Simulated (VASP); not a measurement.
Band structure of Sb₂Au (space group Fm-3m). All values below come from r2SCAN meta-GGA, VASP's PBE PAW potentials (set 64) (plane waves; VASP 6.6.1).

Unless said otherwise, spin-orbit coupling is left out, though it shifts the bands of the heavy elements here.

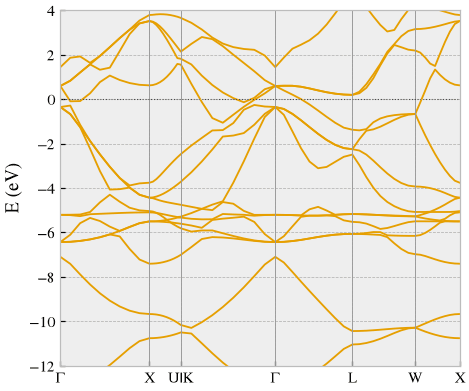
Bands along high-symmetry lines, zero at the valence-band maximum or, without a gap, the Fermi level

Read the plot: is there a gap, and where are the band edges?

It has no gap at this level: it comes out as a metal or semimetal.

The structure comes from a measured Sb2Au entry (Fm-3m) of the Crystallography Open Database, whose conditions weren't checked. It was relaxed first, which changed the volume by +8 %. The electron count is odd and the run is not spin-polarised, which forces a metal.
